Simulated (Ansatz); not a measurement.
```yaml
atoms:
  - { symbol: Si, position_ang: [-0.8976, -0.9938, -0.0316] }
  - { symbol: F, position_ang: [1.9795, -0.2310, -0.3310] }
  - { symbol: F, position_ang: [-0.6898, -2.5404, -0.3062] }
  - { symbol: F, position_ang: [-1.5708, -0.8874, 1.3930] }
  - { symbol: F, position_ang: [-1.9288, -0.4908, -1.1173] }
  - { symbol: H, position_ang: [0.9228, -0.6814, -0.2457] }
  - { symbol: Si, position_ang: [0.6434, 1.0995, 0.0856] }
  - { symbol: H, position_ang: [1.3303, 1.4077, 1.3533] }
  - { symbol: H, position_ang: [1.0004, 1.8397, -1.1387] }
  - { symbol: H, position_ang: [-0.7892, 1.4780, 0.3384] }
```

A transition-state structure; geometry: PBE0-D4/def2-TZVP.

Theory: RKS PBE0-D4/def2-TZVPP in Ansatz 0.2.0.

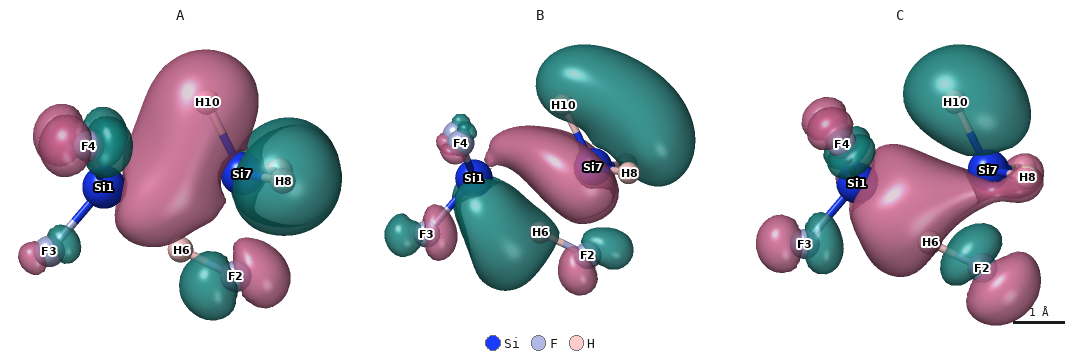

F$_{3}$Si···HF···H$_{3}$Si. Three frontier orbitals at ±0.08 Å⁻³ᐟ² (teal and pink are the two phases), in no order.

Which picture is the HOMO−1, the HOMO and the LUMO?

Answer. A is the HOMO−1 (−10.33 eV). It lies mainly on Si7 (about 30 %), H10 (about 15 %), H9 (about 10 %), H8 (about 10 %), F2 (about 10 %) and Si1 (about 10 %). C is the HOMO (−8.61 eV). By Hirshfeld shares it lies mainly on Si1 (about 25 %), Si7 (about 20 %), F2 (about 20 %), H10 (about 15 %) and H6 (about 10 %). B is the LUMO (−1.56 eV). It lies mainly on Si7 (about 40 %), Si1 (about 20 %), H6 (about 10 %), H10 (about 10 %) and F2 (about 5 %).

What is the HOMO–LUMO gap?

Answer. 7.05 eV between the orbital energies.
